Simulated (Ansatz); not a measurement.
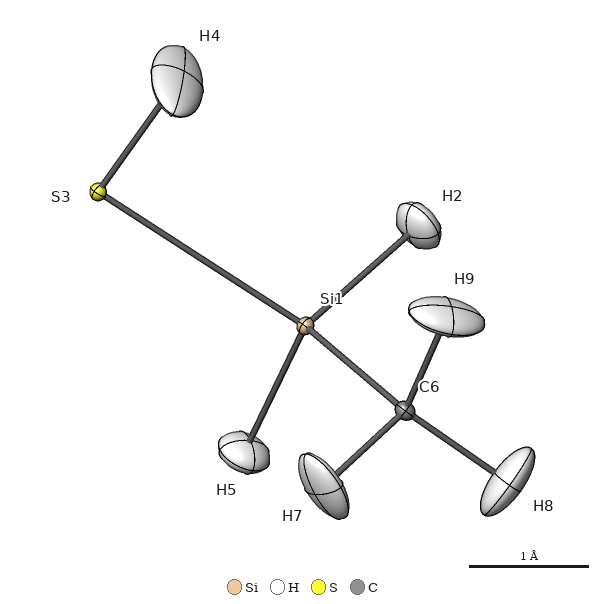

Displacement ellipsoids at the 50 % level, from the internal vibrations of the free molecule (harmonic, no overall translation or rotation; no half-axis is drawn under 0.075 Å). Vibrations computed with RKS PBE0-D4/def2-TZVP (Ansatz 0.2.0). Temperature: 100 K.

List U_eq and the three principal root-mean-square amplitudes for each kind of atom.

```tsv
atom	U_eq (Å²)	rms amplitudes (Å)
Si1	0.00069	0.019, 0.023, 0.034
H2	0.0175	0.088, 0.145, 0.154
S3	0.00046	0.011, 0.018, 0.030
H4	0.0454	0.078, 0.157, 0.325
H5	0.0174	0.088, 0.147, 0.151
C6	0.0016	0.023, 0.033, 0.057
H7	0.0248	0.075, 0.143, 0.220
H8	0.0263	0.089, 0.147, 0.222
H9	0.0253	0.076, 0.144, 0.223
```
